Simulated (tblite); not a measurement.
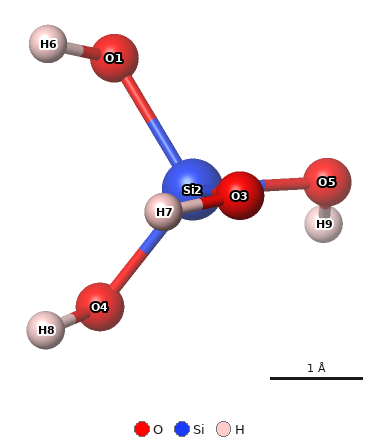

The input geometry (ball-and-stick view, seen at a tilt; atoms are numbered from 1 in the order of the input). Bond lengths as drawn: H–O 0.98 to 1.01 Å and O–Si 1.69 to 1.73 Å.

## Geometry relaxation, with input and output: SiH4O4 (part 1 of 2)

- system: SiH4O4 (monosilicic acid), SMILES O[Si](O)(O)O
- method: GFN2-xTB geometry optimisation, gas phase (tblite 0.8.0)

### Output
```
step      E/eV     max force
  0    -549.25842    3.062
  1    -549.68501    1.876
  2    -549.87309    1.280
  3    -549.90469    0.485
  4    -549.91450    0.331
  5    -549.92602    0.417
  6    -549.94277    0.455
  7    -549.95223    0.299
  8    -549.95839    0.241
  9    -549.96685    0.279
 10    -549.97706    0.432
 11    -549.98484    0.341
 12    -549.98919    0.174
 13    -549.99175    0.176
 14    -549.99395    0.200
 15    -549.99571    0.168
 16    -549.99629    0.062
 17    -549.99642    0.029
 18    -549.99650    0.032
 19    -549.99668    0.071
 20    -549.99699    0.109
 21    -549.99738    0.108
 22    -549.99767    0.063
 23    -549.99783    0.046
 24    -549.99799    0.063
 25    -549.99825    0.077
 26    -549.99863    0.098
 27    -549.99900    0.073
 28    -549.99929    0.059
 29    -549.99962    0.087
 30    -550.00022    0.125
 31    -550.00131    0.215
 32    -550.00286    0.260
 33    -550.00520    0.204
 34    -550.00381    0.417
 35    -550.00682    0.487
 36    -550.00818    0.139
 37    -550.00931    0.072
 38    -550.00870    0.574
 39    -550.01149    0.124
 40    -550.01293    0.125
 41    -549.93873    2.153
 42    -550.01585    0.102
 43    -550.01741    0.107
 44    -549.95019    1.943
 45    -550.01930    0.130
 46    -550.02107    0.116
 47    -549.86745    2.734
 48    -550.02251    0.111
 49    -550.02377    0.125
 50    -549.98334    1.868
 51    -550.02550    0.207
 52    -550.02654    0.289
 53    -550.02715    0.629
 54    -550.02759    0.453
 55    -550.02766    0.470
 56    -550.02778    0.482
 57    -550.02782    0.467
 58    -550.02785    0.443
 59    -550.02787    0.434
 60    -550.02789    0.432
 61    -550.02790    0.443
 62    -550.02790    0.451
 63    -550.02790    0.445
 64    -550.02790    0.448
 65    -550.02790    0.445
 66    -550.02790    0.446
 67    -550.02790    0.444
 68    -550.02790    0.442
 69    -550.02790    0.439
 70    -550.02790    0.434
 71    -550.02791    0.426
 72    -550.02792    0.413
 73    -550.02795    0.393
 74    -550.02803    0.367
 75    -550.02818    0.342
 76    -550.02842    0.340
 77    -550.02868    0.375
 78    -550.02884    0.408
 79    -550.02899    0.431
 80    -550.02928    0.434
 81    -550.02949    0.424
 82    -550.03096    0.357
 83    -550.03352    0.296
 84    -549.89188    2.475
 85    -550.03513    0.379
 86    -550.03647    0.325
 87    -549.95062    2.621
 88    -550.03877    0.229
 89    -550.04044    0.312
 90    -549.93156    2.006
 91    -550.04230    0.348
 92    -550.04387    0.349
 93    -549.90540    2.652
 94    -550.04590    0.359
 95    -550.04773    0.368
 96    -549.93572    2.559
 97    -550.05043    0.360
 98    -550.05281    0.381
 99    -549.92620    2.646
100    -550.05587    0.394
101    -550.05844    0.399
102    -549.93642    2.689
103    -550.06201    0.377
104    -550.06483    0.408
105    -549.96705    2.328
106    -550.06886    0.408
107    -550.07177    0.418
108    -550.05279    1.573
109    -550.07745    0.447
110    -550.08026    0.406
111    -550.07960    0.887
112    -550.08575    0.405
113    -550.08786    0.382
114    -550.09589    0.383
115    -550.09986    0.401
116    -550.10268    0.269
117    -550.10007    0.602
118    -550.10707    0.218
119    -550.11002    0.228
120    -549.94252    2.918
121    -550.11553    0.303
122    -550.12016    0.276
123    -550.10758    1.812
124    -550.13518    0.287
125    -550.14409    0.270
126    -550.09394    2.173
127    -550.15268    0.246
128    -550.15764    0.254
129    -550.15476    1.390
130    -550.16878    0.319
131    -550.17292    0.375
132    -550.17902    0.954
133    -550.18847    0.358
134    -550.19325    0.203
135    -550.19976    0.613
136    -550.20462    0.162
137    -550.20726    0.193
138    -550.21024    0.437
139    -550.21320    0.187
140    -550.21480    0.156
141    -550.21639    0.128
142    -550.21692    0.112
143    -550.21778    0.105
144    -550.21864    0.124
145    -550.21985    0.110
146    -550.22121    0.137
147    -550.22353    0.163
148    -550.22480    0.327
149    -550.22618    0.146
150    -550.22763    0.086
151    -550.22867    0.218
152    -550.22990    0.217
153    -550.23152    0.401
154    -550.23495    0.217
155    -550.23808    0.336
156    -550.24055    0.570
157    -550.24568    0.452
158    -550.24239    0.433
159    -550.25166    0.144
160    -550.25376    0.365
161    -550.25646    0.240
162    -550.26281    0.154
163    -550.26662    0.286
164    -550.26983    0.133
165    -550.27207    0.190
166    -550.27490    0.156
167    -550.27721    0.178
168    -550.27862    0.173
169    -550.27980    0.122
170    -550.28180    0.142
171    -550.28353    0.161
172    -550.28697    0.162
173    -550.28958    0.102
174    -550.29168    0.161
175    -550.29305    0.288
176    -550.29432    0.200
177    -550.29585    0.110
178    -550.29732    0.119
179    -550.29840    0.128
180    -550.29901    0.091
181    -550.29965    0.077
182    -550.30018    0.088
183    -550.30085    0.068
184    -550.30168    0.074
185    -550.30251    0.085
186    -550.30301    0.084
187    -550.30317    0.067
188    -550.30333    0.045
189    -550.30347    0.028
190    -550.30357    0.020
191    -550.30363    0.029
192    -550.30367    0.022
193    -550.30372    0.035
194    -550.30379    0.044
195    -550.30388    0.036
196    -550.30393    0.015
197    -550.30395    0.006
```

### Trajectory as extended XYZ (Å, eV, eV/Å), 23 of the 198 frames kept, from step=0 to step=197
```
9
Properties=species:S:1:pos:R:3:forces:R:3 step=0 energy=-549.25842
O     0.3439    1.2786   -1.0108   -2.1210  -0.4320   0.8720
Si    0.2362   -0.0107    0.0841    1.8330   0.3280   0.6800
O    -0.6136    0.4654    1.4912   -1.3000  -0.6180  -2.7030
O    -0.4761   -1.3062   -0.7473   -0.4390   1.3700   1.1660
O     1.8352   -0.3436    0.6454   -2.1640  -0.6660  -1.7510
H    -0.5544    1.7091   -1.1772    1.9900  -0.7230   0.1970
H    -1.5851    0.5424    1.2144    1.9060  -0.0200   1.0480
H    -1.4520   -1.2493   -0.7088    1.0200  -0.3490  -0.1920
H     2.2930   -1.0737    0.1586   -0.7260   1.1110   0.6830
9
Properties=species:S:1:pos:R:3:forces:R:3 step=9 energy=-549.96685
O     0.3497    1.2765   -0.9735   -0.1340  -0.1380   0.0380
Si    0.2260    0.0181    0.0579   -0.1700  -0.2170  -0.0090
O    -0.6083    0.4062    1.4003   -0.0280   0.0680   0.0110
O    -0.4417   -1.3074   -0.6556   -0.0190   0.2780   0.0120
O     1.6896   -0.3443    0.5830    0.1380   0.1200   0.1770
H    -0.4542    1.7310   -1.2056    0.0750   0.1380  -0.1170
H    -1.5438    0.5662    1.3366   -0.0320   0.0410   0.1080
H    -1.3915   -1.3200   -0.7441    0.1000  -0.1460  -0.0770
H     2.2012   -1.0142    0.1509    0.0700  -0.1440  -0.1430
9
Properties=species:S:1:pos:R:3:forces:R:3 step=18 energy=-549.99650
O     0.3391    1.2511   -0.9760    0.0010   0.0010   0.0000
Si    0.1947    0.0177    0.0783   -0.0160  -0.0180  -0.0160
O    -0.6162    0.4163    1.4301    0.0030   0.0140  -0.0080
O    -0.4232   -1.3075   -0.6590   -0.0030   0.0170   0.0190
O     1.6755   -0.3379    0.5853    0.0010  -0.0070   0.0310
H    -0.3944    1.7887   -1.2549   -0.0160  -0.0100   0.0190
H    -1.5504    0.5956    1.4240    0.0110   0.0150  -0.0020
H    -1.3601   -1.4056   -0.7926    0.0130  -0.0100  -0.0220
H     2.1621   -1.0064    0.1143    0.0070  -0.0020  -0.0190
9
Properties=species:S:1:pos:R:3:forces:R:3 step=27 energy=-549.99900
O     0.3294    1.2363   -0.9763   -0.0020  -0.0160  -0.0420
Si    0.1879    0.0069    0.0850    0.0550   0.0380   0.0300
O    -0.6086    0.4452    1.4314   -0.0060  -0.0450   0.0080
O    -0.4170   -1.3243   -0.6452   -0.0230  -0.0230   0.0250
O     1.6597   -0.3671    0.6068    0.0200  -0.0130  -0.0190
H    -0.4093    1.7812   -1.2261    0.0040   0.0100   0.0060
H    -1.5402    0.6343    1.4273   -0.0210   0.0120   0.0020
H    -1.3424   -1.4158   -0.8421   -0.0270   0.0070  -0.0280
H     2.1675   -0.9848    0.0889    0.0010   0.0300   0.0160
9
Properties=species:S:1:pos:R:3:forces:R:3 step=36 energy=-550.00818
O     0.2860    1.1582   -1.0168    0.0350  -0.0630   0.0040
Si    0.1767   -0.0242    0.1069   -0.0190  -0.0200   0.0000
O    -0.6145    0.4432    1.4465    0.0760   0.0080   0.0010
O    -0.4386   -1.3771   -0.5697   -0.0160  -0.0150   0.0100
O     1.6469   -0.4051    0.6313    0.0480   0.0010  -0.0680
H    -0.4083    1.7899   -1.1635   -0.0200   0.0460   0.0290
H    -1.5235    0.7223    1.4314    0.0050  -0.0120  -0.0220
H    -1.3037   -1.3823   -0.9636   -0.0350  -0.0180  -0.0460
H     2.2061   -0.9129    0.0471   -0.0740   0.0720   0.0930
9
Properties=species:S:1:pos:R:3:forces:R:3 step=45 energy=-550.01930
O     0.2419    1.0910   -1.0469    0.0220  -0.0910  -0.0540
Si    0.1564   -0.0548    0.1177   -0.0040   0.0020  -0.0280
O    -0.5989    0.4551    1.4599    0.0090   0.0270  -0.0040
O    -0.4818   -1.4126   -0.5238    0.0700  -0.0140   0.0830
O     1.6326   -0.4121    0.6419   -0.0330   0.0220   0.0310
H    -0.3847    1.8007   -1.1051   -0.0390   0.1190   0.0360
H    -1.4940    0.7766    1.4351    0.0010  -0.0280   0.0100
H    -1.2629   -1.3817   -1.0629   -0.0760  -0.0040  -0.0740
H     2.2185   -0.8501    0.0338    0.0510  -0.0320  -0.0010
9
Properties=species:S:1:pos:R:3:forces:R:3 step=54 energy=-550.02759
O     0.2011    1.0406   -1.0785   -0.3210   0.3080  -0.0870
Si    0.1408   -0.0740    0.1180   -0.0060   0.0230  -0.0090
O    -0.5793    0.4670    1.4689    0.0830  -0.0200  -0.0940
O    -0.5238   -1.4308   -0.4987    0.0000  -0.0080   0.0490
O     1.6247   -0.3957    0.6453    0.0230  -0.0930  -0.0180
H    -0.3540    1.8216   -1.0629    0.2660  -0.2370   0.0360
H    -1.4709    0.7907    1.4383   -0.1360   0.0100   0.0490
H    -1.2428   -1.3919   -1.1237    0.0850   0.0250   0.0440
H     2.2313   -0.8155    0.0430    0.0060  -0.0080   0.0300
9
Properties=species:S:1:pos:R:3:forces:R:3 step=63 energy=-550.02790
O     0.1999    1.0436   -1.0824   -0.3150   0.2970  -0.1020
Si    0.1419   -0.0711    0.1134   -0.0050   0.0280  -0.0080
O    -0.5737    0.4730    1.4656    0.0780  -0.0240  -0.0990
O    -0.5248   -1.4287   -0.5008    0.0220  -0.0060   0.0670
O     1.6267   -0.3842    0.6426    0.0280  -0.1150  -0.0170
H    -0.3534    1.8256   -1.0663    0.2590  -0.2300   0.0400
H    -1.4735    0.7731    1.4399   -0.1500   0.0130   0.0550
H    -1.2505   -1.3952   -1.1183    0.0920   0.0390   0.0450
H     2.2344   -0.8240    0.0558   -0.0090  -0.0020   0.0200
9
Properties=species:S:1:pos:R:3:forces:R:3 step=72 energy=-550.02792
O     0.1994    1.0435   -1.0811   -0.2930   0.2700  -0.1070
Si    0.1415   -0.0720    0.1139   -0.0040   0.0270  -0.0110
O    -0.5746    0.4704    1.4665    0.0700  -0.0200  -0.0960
O    -0.5257   -1.4291   -0.5008    0.0250  -0.0060   0.0660
O     1.6267   -0.3851    0.6423    0.0260  -0.1150  -0.0160
H    -0.3523    1.8256   -1.0660    0.2370  -0.2040   0.0440
H    -1.4725    0.7767    1.4392   -0.1400   0.0110   0.0550
H    -1.2505   -1.3950   -1.1192    0.0910   0.0390   0.0440
H     2.2351   -0.8230    0.0548   -0.0110  -0.0020   0.0210
9
Properties=species:S:1:pos:R:3:forces:R:3 step=81 energy=-550.02949
O     0.1639    1.0290   -1.0754   -0.3060   0.2900  -0.0450
Si    0.1231   -0.1000    0.1115   -0.0120   0.0180   0.0060
O    -0.5962    0.4210    1.4701   -0.2010   0.1260  -0.0730
O    -0.5336   -1.4534   -0.5141    0.0870  -0.0030   0.0800
O     1.6013   -0.4399    0.6469    0.0460  -0.0200  -0.0100
H    -0.3262    1.8497   -1.0020    0.2690  -0.2760   0.0220
H    -1.4123    0.9170    1.4330    0.1440  -0.1380   0.0320
H    -1.2331   -1.4161   -1.1574   -0.0100   0.0360  -0.0180
H     2.2402   -0.7952    0.0370   -0.0180  -0.0320   0.0070
9
Properties=species:S:1:pos:R:3:forces:R:3 step=90 energy=-549.93156
O     0.0308    1.0256   -1.1096   -0.6220   1.8120   0.4160
Si    0.1106   -0.1084    0.0668   -0.0100  -0.1340  -0.1570
O    -0.6632    0.2906    1.4403   -1.3370   1.4790  -0.2230
O    -0.4035   -1.4662   -0.6813   -1.4410   0.1930  -0.2240
O     1.6013   -0.3526    0.6227    0.6220  -0.6010  -0.4880
H    -0.1964    1.9750   -0.9091    0.5640  -1.7040  -0.3080
H    -1.2891    1.0662    1.4232    1.0780  -1.4130   0.1070
H    -1.3306   -1.4533   -1.0333    1.5190  -0.0890   0.4980
H     2.1672   -0.9650    0.1299   -0.3730   0.4570   0.3800
9
Properties=species:S:1:pos:R:3:forces:R:3 step=98 energy=-550.05281
O     0.0948    1.0398   -1.0860   -0.2560   0.2780  -0.0490
Si    0.1182   -0.1029    0.0840    0.0090   0.0270   0.0290
O    -0.6454    0.3513    1.4446   -0.1340   0.0570  -0.0910
O    -0.4590   -1.4593   -0.6041   -0.0340  -0.0150   0.0540
O     1.6054   -0.3939    0.6293    0.0480  -0.0550  -0.0650
H    -0.2621    1.9161   -0.9452    0.2200  -0.2190   0.0380
H    -1.3413    1.0018    1.4210    0.0370  -0.0590   0.0250
H    -1.2857   -1.4405   -1.0811    0.1270   0.0010   0.0490
H     2.2022   -0.9005    0.0872   -0.0180  -0.0160   0.0090
```
